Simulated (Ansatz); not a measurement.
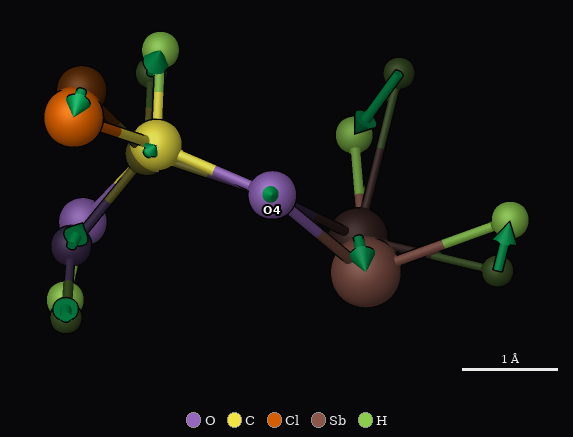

This is a relaxation of CH4ClO2Sb (coarse preliminary run). The starting structure is drawn faded, the final one solid; green arrows show the displacements, at their true length. The two geometries are superimposed by the best rigid fit.

Style: ball-and-stick. Shown at a tilt.

The start comes from a force field.

All numbers below come from Ansatz, RKS PBE-D4/def2-SVP. Set-up: force threshold 0.03 eV/Å; at most 200 steps.

Which element moves most?

Hydrogen: up to 0.94 Å, against 0.48 Å for antimony.

What happened in the run?

The energy falls by 0.306 eV in 15 accepted moves (17 points after the start). Largest force component: 2.2 eV/Å at the start, 0.029 eV/Å at the end. The line search rejected the trial steps at points 3, 7 of the run. The largest move after the best rigid fit is that of an H atom, 0.94 Å. Largest moves by element: H 0.94 Å, Sb 0.48 Å, O 0.40 Å, Cl 0.37 Å, C 0.17 Å. Some distances before and after: O–Sb 3.206 → 3.065 Å, C–Cl 1.762 → 1.845 Å, C–O 1.335 → 1.394 Å, H–Sb 1.796 → 1.746 Å. Among the angles between lasting bonds that change: O–C–H 108.5° → 114.4°, O–Sb–H 89.2° → 94.5°, C–O–H 111.5° → 106.6°. Groups turn about O–Sb by about 30°, C–O by about 25°. Cost: 24 s on 4 threads of Arm Neoverse V1 (shared host).
